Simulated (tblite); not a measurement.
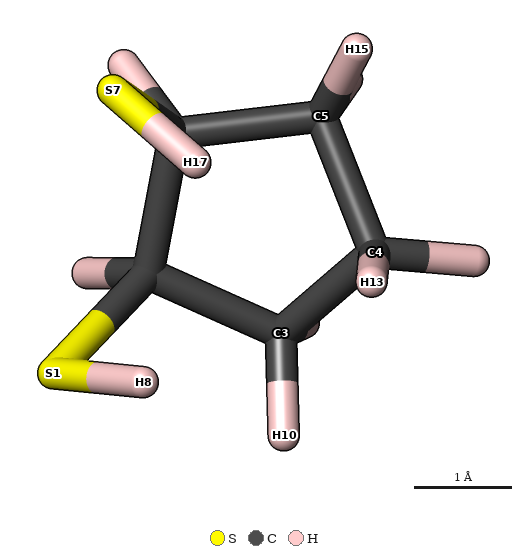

Fig. 1: The input geometry (stick view, seen at a tilt; atoms are numbered from 1 in the order of the input). Bond lengths as drawn: C–C 1.53 to 1.55 Å, C–H 1.09 Å, C–S 1.83 Å and H–S 1.33 Å.

## C5H10S2: saddle-point search

C5H10S2, computed with GFN2-xTB saddle search (eigenvector following) and harmonic vibrations, gas phase (tblite 0.8.0).

Output:
```
step      E/eV     max force
  0    -606.80378   0.0042
lowest wavenumbers (cm-1): -37.9 177.9 186.2 199.3 295.8 314.0
```

This output came from the following input.

Input file:
```
{"job": {"xc": "GFN2-xTB", "basis": "xTB", "kind": "saddle"}, "charge": 0, "multiplicity": 1}
S      2.093749     1.083363    -0.989421
C      0.542482     0.120213    -1.092219
C     -0.683498     0.978819    -0.753449
C     -1.072848     0.552856     0.658757
C     -0.844480    -0.954903     0.623678
C      0.454854    -1.123419    -0.171743
S      1.885862    -1.403413     0.933549
H      1.895815     1.557194     0.240087
H      0.536790    -0.190163    -2.138491
H     -0.467460     2.042898    -0.835089
H     -1.494551     0.741796    -1.444265
H     -2.100191     0.813706     0.904272
H     -0.415838     1.021880     1.394929
H     -1.663436    -1.437163     0.086853
H     -0.774847    -1.402009     1.614042
H      0.447683    -2.035682    -0.770494
H      1.659914    -0.365974     1.739004
```

The first line tells a small driver script what to run in tblite; the rest is the geometry in Å.

Launched with:
```bash
OMP_NUM_THREADS=1 python <driver script> task.json out
```

Results in brief:

```json
{"quantity": "outcome", "value": "converged"}
{"quantity": "total energy", "value": "−606.8038 eV"}
{"quantity": "point group", "value": "Cs"}
{"quantity": "hardware", "value": "1 CPU thread, shared host"}
{"quantity": "wall time", "value": "2.3 s"}
{"quantity": "peak memory", "value": "0.19 GiB"}
```
